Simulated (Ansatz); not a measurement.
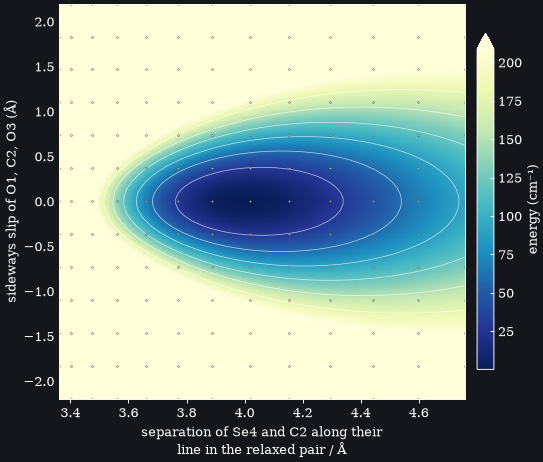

The pair CO₂···H₂Se. The first coordinate is: separation of Se4 and C2 along their line in the relaxed pair; the second: sideways slip of O1, C2, O3. Nothing is relaxed (both partners rigid). The scan uses a 13 × 13 grid. Points are written as (first, second). Energies are in cm⁻¹, from the lowest grid point. Method: Ansatz, RHF/def2-SVPD.

Drawn: a smooth colour map with a few white contour lines, dots at the grid points, one colour for all values above the top of the scale. Between grid points the surface is interpolated.

Question: Where is the minimum, and how stiff is the well along each coordinate?

Answer: The interpolated minimum is at the first coordinate ≈ 3.998 Å, sideways slip of O1, C2, O3 ≈ 0.00 Å. The curvatures there are about 0.097 eV/Å² and 0.057 eV/Å², with a cross term of about 0 eV/Å². Round the minimum the two coordinates are nearly uncoupled. (1 eV is 8066 cm⁻¹.)
